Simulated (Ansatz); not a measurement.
C3H3O: several calculations on one system

## 1. Relaxation

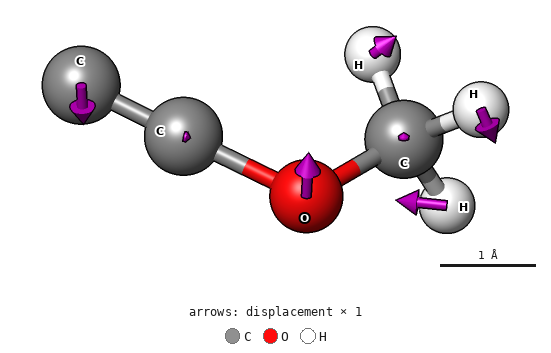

A relaxation of C3H3O (charge −1). The starting structure is drawn; purple arrows show the displacements, at their true length. The two geometries are superimposed by the best rigid fit.

The picture is a ball-and-stick view, seen from a free direction.

Level of theory: RKS PBE0-D4/def2-TZVPD in Ansatz 0.2.0. Set-up: force threshold 0.005 eV/Å; at most 200 steps.

Describe the change and its energy.

Answer. The largest moves after the best rigid fit, 0.56 Å, are those of O and H atoms. Largest moves by element: O 0.56 Å, H 0.56 Å, C 0.51 Å. Among the contacts that change: C–O 1.454 → 1.345 Å, C–O 1.373 → 1.404 Å, C–C 1.218 → 1.241 Å, C–H 1.110 → 1.096 Å. Bond angles that change, for instance: O–C–H 110.9° → 107.6°, H–C–H 106.9° → 109.8°, H–C–H 107.6° → 109.8°. Groups turn about C–O by about 55°. Over 9 geometry steps the energy falls by 7.63 kcal/mol. The largest force component goes from 4.4 to 0.0013 eV/Å. Cost: 55 s on 2 threads of Arm Neoverse N1 (shared host).

## 2. A change

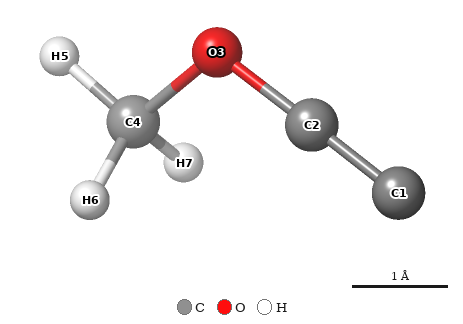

This is C$_{3}$H$_{3}$O (charge −1). A ball-and-stick model, seen at a tilt.

Level of theory: RKS PBE0-D4/def2-TZVPPD (Ansatz 0.2.0). 

The variant: All atoms are moved at random (σ = 0.04 Å) from the PBE0-D4/def2-TZVP minimum.

Input file:
```yaml
crystal:
  periodic: [false, false, false]
  atoms:
    - {symbol: C, position_ang: [0.031291, -2.080821, 1.504610]}
    - {symbol: C, position_ang: [0.322290, -1.273633, 0.618563]}
    - {symbol: O, position_ang: [0.650053, -0.419947, -0.386981]}
    - {symbol: C, position_ang: [-0.066192, 0.702394, -0.407217]}
    - {symbol: H, position_ang: [0.242458, 1.380101, -1.214315]}
    - {symbol: H, position_ang: [-0.015831, 1.217164, 0.531892]}
    - {symbol: H, position_ang: [-1.161142, 0.451005, -0.572617]}
basis:
  gaussian: {orbitals: "def2-TZVPPD.json"}
total_charge: -1
hamiltonian: {xc: pbe0, dispersion: d4}
output: {forces: true, orbitals: {seedname: orbitals}}
```

Run as
```bash
ansatz run in.yaml --threads 2 --pin off --events-out ev --progress --plain --max-ram 4352MiB
```

### Predict the response.

It costs 14.5 kJ/mol. The largest force is 3.2 eV/Å, on C4. The forces point partly back along the displacements (cosine −0.68). At other levels of theory the same distortion costs 17.7 kJ/mol (RKS PBE-D4/def2-TZVPPD), 16.6 kJ/mol (RKS r2SCAN-D4/def2-TZVPPD), 15.5 kJ/mol (RKS wB97M-V/def2-TZVPPD). Near-neighbour distances before and after: O3–C4 1.404 → 1.332 Å, C4–H7 1.098 → 1.136 Å, C4–H6 1.098 → 1.072 Å, C2–O3 1.345 → 1.359 Å. Bond angles that change, for instance: O3–C4–H5 107.6° → 112.3°, H5–C4–H7 109.8° → 107.5°.

## 3. A change

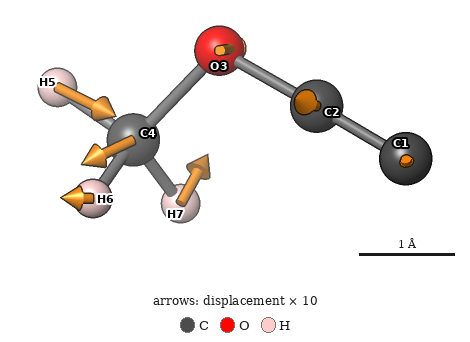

C3H3O (charge −1). The orange arrows show how the atoms are displaced, magnified 10 times. The picture is a ball-and-stick view, seen at a tilt.

Computed with RKS r2SCAN-D4/def2-TZVPPD in Ansatz 0.2.0. 

What was done to the structure, and with what result?

Answer. All atoms are moved at random (σ = 0.06 Å) from the PBE0-D4/def2-TZVP minimum. It costs 0.374 eV. The largest force is 4.7 eV/Å, on C4. The forces point partly back along the displacements (cosine −0.69). At other levels of theory the same distortion costs 0.377 eV (RKS PBE-D4/def2-TZVPPD), 0.399 eV (RKS PBE0-D4/def2-TZVPPD), 0.371 eV (RKS wB97M-V/def2-TZVPPD). Some distances before and after: C4–H5 1.096 → 0.996 Å, C4–H7 1.098 → 1.132 Å, C2–O3 1.345 → 1.378 Å, O3–C4 1.404 → 1.438 Å. Among the angles between lasting bonds that change: O3–C4–H7 110.8° → 101.0°, C1–C2–O3 179.3° → 171.5°.

## 4. Distortion

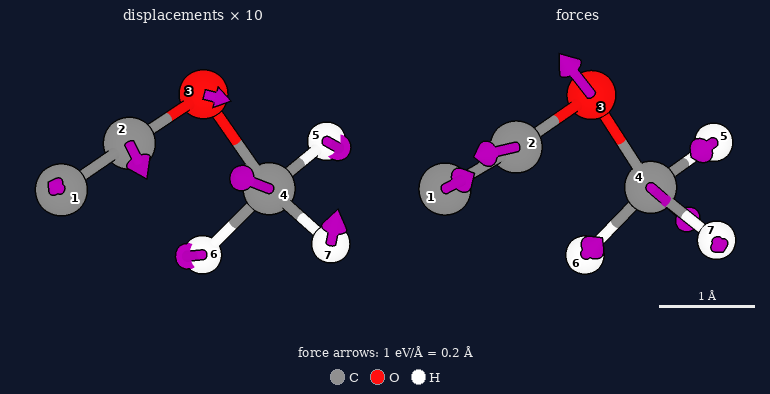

Left: C₃H₃O (charge −1), with purple arrows for the displacements applied to it. Right: the displaced structure with the computed forces. Style: ball-and-stick. Shown from a free direction.

Computed with Ansatz, RKS wB97M-V/def2-TZVPPD. 

### Describe the distortion and the response.

All atoms are moved at random (σ = 0.06 Å) from the PBE0-D4/def2-TZVP minimum. It costs 68.9 kJ/mol. The largest force is 7.7 eV/Å, on C4. The forces mostly point back along the displacements (cosine −0.80). At other levels of theory the same distortion costs 59.6 kJ/mol (RKS PBE-D4/def2-TZVPPD), 64.6 kJ/mol (RKS r2SCAN-D4/def2-TZVPPD), 64.2 kJ/mol (RKS PBE0-D4/def2-TZVPPD). Among the bonded contacts that change: C4–H5 1.096 → 1.237 Å, O3–C4 1.404 → 1.304 Å, C4–H6 1.098 → 1.183 Å, C4–H7 1.098 → 1.065 Å. Bond angles that change, for instance: H5–C4–H6 109.8° → 97.7°, O3–C4–H7 110.8° → 116.5°.
